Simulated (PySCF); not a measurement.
**C₇H₇BO: electronic excitations**

Aim: predict the electronic excitations of C₇H₇BO (`C#CBOC/C=C/C#C`).

Programs: PySCF 2.14.0, with density-fitted response routines of our own. Each step states its level of theory. These are calculated values for one molecule in the gas phase, unless marked as measured. Atoms are numbered from 0 throughout.

## Step 1: The starting structure

16 atoms, charge 0, multiplicity 1; geometry from: GFN2-xTB.

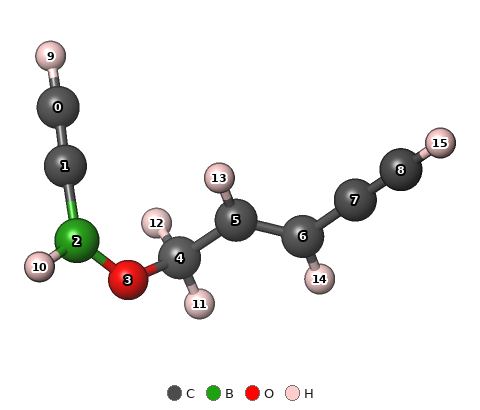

The starting geometry (carbon dark grey, boron green, oxygen red, hydrogen pink), atoms numbered.

## Step 2: TDDFT and polarisability: CAM-B3LYP/def2-SVPD

What the job is given:

```
{"job": {"kind": "uv", "xc": "CAM-B3LYP", "basis": "def2-SVPD", "nstates": 8, "ntriplets": 3}, "charge": 0, "multiplicity": 1}
C      2.708159     1.526894     1.595910
C      2.614524     0.912020     0.565557
B      2.451808     0.117024    -0.729781
O      1.475946    -0.762980    -0.936099
C      0.447431    -1.047023    -0.008766
C     -0.659587    -0.044609    -0.110352
C     -1.939049    -0.361036    -0.294312
C     -2.968259     0.598281    -0.375711
C     -3.859743     1.399940    -0.447473
H      2.811830     2.074960     2.488292
H      3.211282     0.246067    -1.615991
H      0.081689    -2.055306    -0.232619
H      0.852642    -1.027745     1.014420
H     -0.349918     0.989103    -0.032238
H     -2.252865    -1.394399    -0.381433
H     -4.633491     2.105236    -0.510817
```

With the program's defaults for keys left out, this is: TDDFT CAM-B3LYP/def2-SVPD, vertical, gas phase, core orbitals frozen in the response.

The run is started by

```bash
> OMP_NUM_THREADS=1 python probes_run.py task.json out
```

This one command runs all jobs of the session in turn.

What will the session give for the following? lowest singlet (CAM-B3LYP/def2-SVPD); brightest single state of those computed; lowest triplet. Wanted: lowest singlet; brightest single state of those computed; lowest triplet.

**Answer**, as computed:

| quantity | value |
| --- | --- |
| lowest singlet (CAM-B3LYP/def2-SVPD) | 5.18 eV (240 nm), f = 0.000 |
| brightest single state of those computed | state 3, 5.61 eV, f = 0.422 |
| lowest triplet | 3.47 eV |

What this shows: The lowest singlet, at 5.18 eV, is HOMO−2→LUMO 0.80, HOMO−2→LUMO+1 0.11 and is dark; of the 8 states computed, the strongest absorption comes from state 3 at 5.61 eV. The lowest triplet lies 1.71 eV below the lowest singlet (triplets in Tamm-Dancoff, singlets in full TDDFT).
